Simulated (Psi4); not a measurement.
Intermolecular potential of H4Ge ··· H2Se (SMILES [GeH4] and [SeH2]). Monomers: optimised at B3LYP-D3(BJ) (def2-TZVP), held rigid. Orientation: a higher rigid-body minimum at GFN2-xTB. Only R, the distance of the centres of mass, is varied, so the lowest point isn't the relaxed dimer.

Geometry at R = 4.40 Å (first 5 atoms: monomer A):
```
8

Ge     0.0000     0.0000     0.0000
H     -0.8434    -0.6033    -1.1330
H      0.1849     1.5049    -0.2449
H      1.3740    -0.6854     0.0362
H     -0.7155    -0.2163     1.3417
Se    -0.8408     4.3030     0.1562
H     -1.5739     5.4947     0.6084
H     -1.6496     3.4350     1.0247
```

Calculation: SAPT0/jun-cc-pVDZ, frozen core run with Psi4 1.11.

Components in kJ/mol:

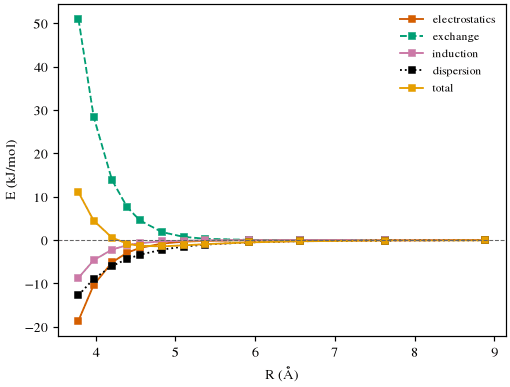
Fig. 1. Components of the interaction energy.

| R / Å | electrostatics | exchange | induction | dispersion | total |
|---|---|---|---|---|---|
| 3.79 | -18.57 | 51.01 | -8.69 | -12.70 | 11.04 |
| 3.98 | -10.37 | 28.48 | -4.65 | -8.95 | 4.51 |
| 4.21 | -5.14 | 13.88 | -2.18 | -5.98 | 0.58 |
| 4.40 | -2.90 | 7.60 | -1.17 | -4.36 | -0.83 |
| 4.56 | -1.80 | 4.55 | -0.70 | -3.37 | -1.32 |
| 4.84 | -0.79 | 1.83 | -0.28 | -2.19 | -1.44 |
| 5.11 | -0.36 | 0.75 | -0.12 | -1.48 | -1.21 |
| 5.38 | -0.17 | 0.31 | -0.05 | -1.03 | -0.94 |
| 5.93 | -0.04 | 0.05 | -0.01 | -0.52 | -0.52 |
| 6.57 | -0.01 | 0.01 | 0.00 | -0.26 | -0.26 |
| 7.63 | 0.00 | 0.00 | 0.00 | -0.10 | -0.10 |
| 8.89 | 0.00 | 0.00 | 0.00 | -0.04 | -0.03 |
